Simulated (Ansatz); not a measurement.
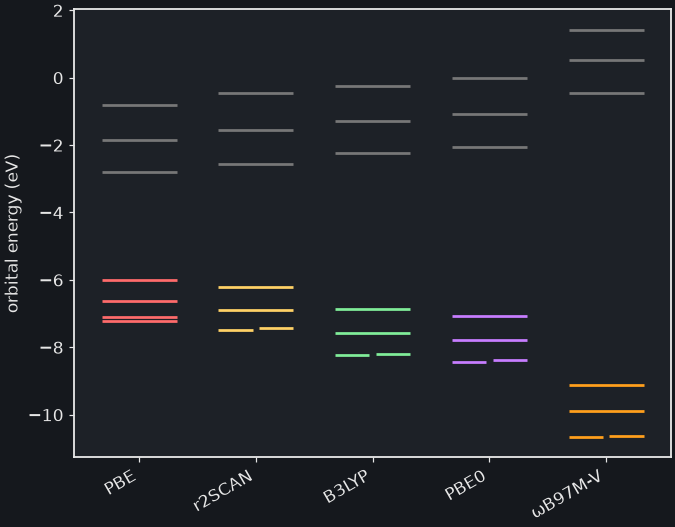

Frontier orbital energies of C₂H₁₀Al₂Si, SMILES C[C@H]([AlH2])[AlH][SiH3], singlet at one geometry, def2-TZVPP, the Ansatz code 0.2.0, at a PBE0-D4/def2-TZVP geometry (no frequency check). Empty levels are grey, levels within 0.1 eV stand side by side; all columns show the same few orbitals around the gap.

Compare the HOMO-LUMO separations.

Answer. The separation grows from 3.22 eV (PBE) to 8.66 eV (ωB97M-V).

```
  level  HOMO (eV)  LUMO (eV)  separation (eV)
    PBE      −6.01      −2.79             3.22
 r2SCAN      −6.21      −2.56             3.65
  B3LYP      −6.88      −2.22             4.65
   PBE0      −7.08      −2.05             5.03
ωB97M-V      −9.13      −0.46             8.66
```

Caveats, for all or some of the runs: empty levels above zero depend strongly on the basis; one conformer of a flexible molecule.
